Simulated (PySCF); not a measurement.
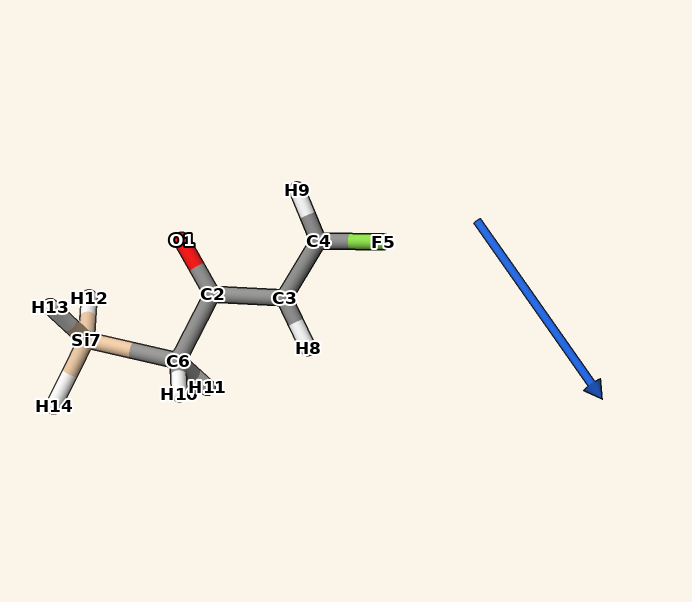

The arrow beside the molecule shows the direction of the dipole moment, from the negative to the positive end (its length means nothing). The computed structure is the end point of a GFN2-xTB optimisation. No frequency run is at hand to confirm it as a minimum. Level of theory: PBE0/pcSseg-1, gas phase (PySCF 2.14.0).

Question: How large is the dipole moment?

Answer: 1.96 D; it points from the side of H12, H13 to the side of H8 (the outermost atoms at the two ends).

The geometry is semi-empirical. Around Si such bond lengths and angles can be off by a tenth of an ångström or more and by several degrees, and values that hang on the shape move with them.
